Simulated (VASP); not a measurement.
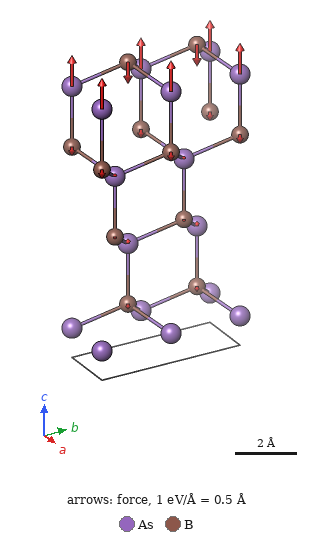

Starting geometry of a slab of composition BAs with the computed forces as red arrows. A ball-and-stick model of the 1 × 2 repeat of the cell, outlined in the plane, without the vacuum, seen slightly off an axis.

The run lets the atoms move in a fixed cell.

Theory: Kohn-Sham DFT of a periodic cell, BLYP with D3(BJ), VASP PAW PBE potentials, recommended (VASP 6.6.1).

Input file:
```
PREC = Accurate
ENCUT = 520
EDIFF = 1E-6
ISMEAR = -5
SIGMA = 0.05
LREAL = False
LASPH = True
NELM = 100
ALGO = Normal
ISIF = 2
LWAVE = False
LCHARG = False
LDIPOL = True
IDIPOL = 3
DIPOL = 0.5 0.5 0.500
GGA = B5
ALDAX = 1.0
AGGAX = 1.0
AGGAC = 1.0
ALDAC = 0.0
IVDW = 12
VDW_S6 = 1.0
VDW_S8 = 2.6996
VDW_A1 = 0.4298
VDW_A2 = 4.2359
IBRION = 2
NSW = 40
EDIFFG = -0.005
```

Command:
```bash
cat potpaw_PBE.64/As/POTCAR potpaw_PBE.64/B/POTCAR > POTCAR
mpirun -np 1 vasp_std > vasp.out
```

Question: What follows when this structure is relaxed?

Answer: It isn't relaxed: the largest force vector, on an As atom, is 2.17 eV/Å. The atoms end up moving mostly along the starting forces (cosine between the two patterns 0.94). The atom that moves furthest relative to the layer's centre is an As atom (0.15 Å along the normal (+c)). By element the largest moves are As 0.15 Å, B 0.12 Å. The lattice vectors keep their values. Among the contacts that change: As–B 2.069 → 2.212 Å, As–B 2.069 → 1.995 Å, As–B 2.069 → 2.121 Å, As–B 2.069 → 2.062 Å. Among the angles between lasting bonds that change: B–As–B 109.5° → 102.2°, B–As–B 109.5° → 115.6°, As–B–As 109.5° → 115.6°. The energy falls by 0.240 eV per cell of the calculation in 27 geometry steps. The largest force component goes from 2.2 to 0.0027 eV/Å. It ran on 1 thread of Intel(R) Xeon(R) 6975P-C (Granite Rapids), with other jobs on the host.
